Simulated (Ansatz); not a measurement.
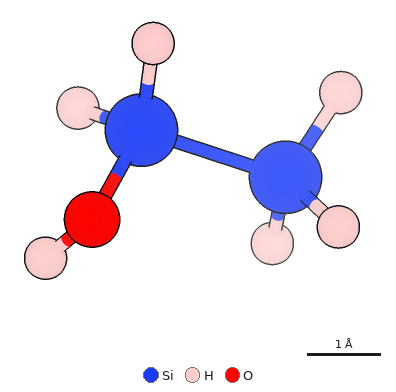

Si$_{2}$H$_{6}$O, before the relaxation. Style: ball-and-stick. Shown at a tilt.

The run prepares the start of a later molecular dynamics calculation, from a guessed geometry.

All numbers below come from Ansatz, RKS PBE-D4/6-31G*.

Input file:
```yaml
crystal:
  periodic: [false, false, false]
  atoms:
    - { symbol: Si, position_ang: [0.0, 0.0, 0.0] }
    - { symbol: Si, position_ang: [0.0, 0.0, 2.22] }
    - { symbol: H, position_ang: [-1.3148, -0.4067, 2.7074] }
    - { symbol: H, position_ang: [1.0096, -0.9353, 2.7074] }
    - { symbol: H, position_ang: [0.3052, 1.342, 2.7074] }
    - { symbol: H, position_ang: [1.3768, 0.0, -0.4862] }
    - { symbol: O, position_ang: [-0.7913, 1.3709, -0.5594] }
    - { symbol: H, position_ang: [-1.7491, 1.1401, -0.7818] }
    - { symbol: H, position_ang: [-0.6877, -1.1914, -0.4862] }
basis:
  gaussian: { orbitals: "6-31G*" }
hamiltonian:
  xc: pbe
  dispersion: d4
relax:
  f_tol: 0.02
  max_steps: 40
```

Command:
```bash
ansatz run input.yaml --threads 1 --pin off --max-ram 2048MiB --backend cpu --events-out ev --progress --plain --runs-dir out
```

Predict the outcome.

Answer. H9 moves most after the best rigid fit: 0.34 Å. Largest moves by element: H 0.34 Å, O 0.30 Å, Si 0.11 Å. Among the contacts that change: Si1–Si2 2.220 → 2.355 Å, Si1–H9 1.459 → 1.510 Å, Si1–H6 1.460 → 1.498 Å, O7–H8 1.010 → 0.976 Å. Among the angles between lasting bonds that change: H6–Si1–O7 109.5° → 104.7°, Si1–O7–H8 109.5° → 114.2°, Si2–Si1–O7 109.5° → 113.3°. Groups turn about Si1–O7 by about 40°. The energy falls by 28.5 kJ/mol in 8 accepted moves (11 points after the start). The largest force component goes from 1.6 to 0.015 eV/Å. The line search rejected the trial steps at points 5, 7, 10 of the run. The forces were under the threshold at step 8, but the run went on from there.

The structure at the end:

```xyz
9

Si    0.0165   -0.0127   -0.1038
Si   -0.0209    0.0123    2.2506
H    -1.4210   -0.1783    2.7679
H     0.8250   -1.1070    2.7925
H     0.4962    1.3088    2.8048
H     1.4101    0.2232   -0.5996
O    -0.9000    1.2222   -0.8007
H    -1.8348    1.2332   -0.5201
H    -0.4225   -1.3821   -0.5631
```

The end point in the same view:

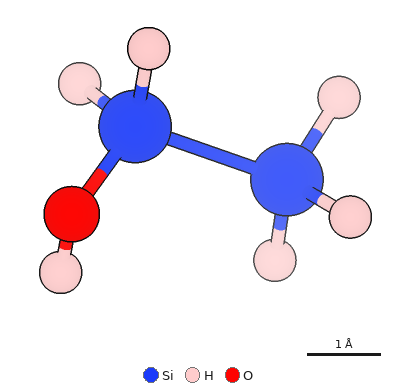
